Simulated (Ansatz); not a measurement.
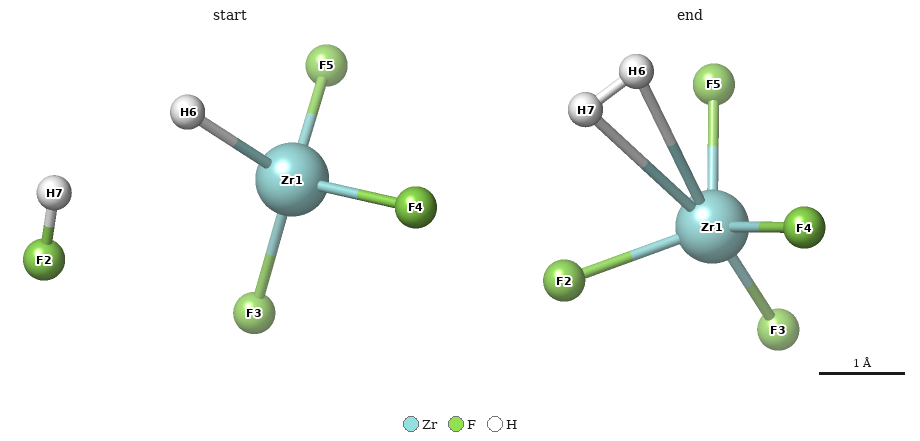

The structure of ZrH₂F₄ before (left) and after (right) a relaxation, at one scale.

The picture is a ball-and-stick view, seen from a free direction.

The run prepares an end point of a later path (reaction) calculation, from a guessed geometry.

The calculation used RKS r2SCANh-D4/def2-SVP (Ansatz 0.2.0). Settings: no spin polarisation; force threshold 0.03 eV/Å; at most 50 steps.

What changed between the two?

Over 16 accepted moves (17 points after the start) the energy falls by 213.8 kJ/mol. The largest force component goes from 0.21 to 0.0059 eV/Å. The line search rejected the trial step at point 9 of the run. H7 moves most after the best rigid fit: 1.35 Å. By element the largest moves are H 1.35 Å, F 0.92 Å, Zr 0.76 Å. Among the contacts that change: F2–H7 0.926 → 2.437 Å, Zr1–F2 3.172 → 1.905 Å, H6–H7 1.856 → 0.759 Å, Zr1–H6 1.855 → 2.658 Å. New bonds form, among them: H6–H7 (1.86 → 0.76 Å), Zr1–F2 (3.17 → 1.90 Å). Bonds break, among them: F2–H7 (0.93 → 2.44 Å). Among the angles between lasting bonds that change: F3–Zr1–F4 109.4° → 106.2°. Cost: 46 s on 4 threads of Arm Neoverse V1, on a shared host, peak memory 0.24 GiB.
